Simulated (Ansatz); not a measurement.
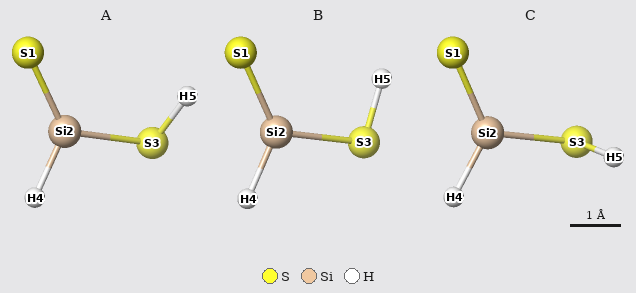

3 geometries from a converged minimum-energy path of SiH2S2, shuffled. The picture is a ball-and-stick view, seen at a tilt.

All numbers below come from RKS B3LYP-D4/6-31G* in Ansatz 0.2.0. Run with 5 movable images; climbing image; force threshold 0.05 eV/Å; iteration limit 60; starting path through a guess of the saddle point.

Question: Which frame is the transition state?

Answer: C. In order along the path, whose images run from 0 to 6: B (image 0, 0.00 eV), A (image 1, +0.10 eV), C (image 3, +0.37 eV). The motion is a rotation about the Si2–S3 bond by about 180°. No bond forms or breaks between the ends. Bond angles that change up to the highest image, for instance: S3–Si2–H4 104.7° → 110.0°, S1–Si2–H4 127.3° → 123.4°.

The run took 30 s on 1 thread of AMD EPYC 9R45 96-Core Processor (Zen 5), on a shared host, peak memory 0.13 GiB.
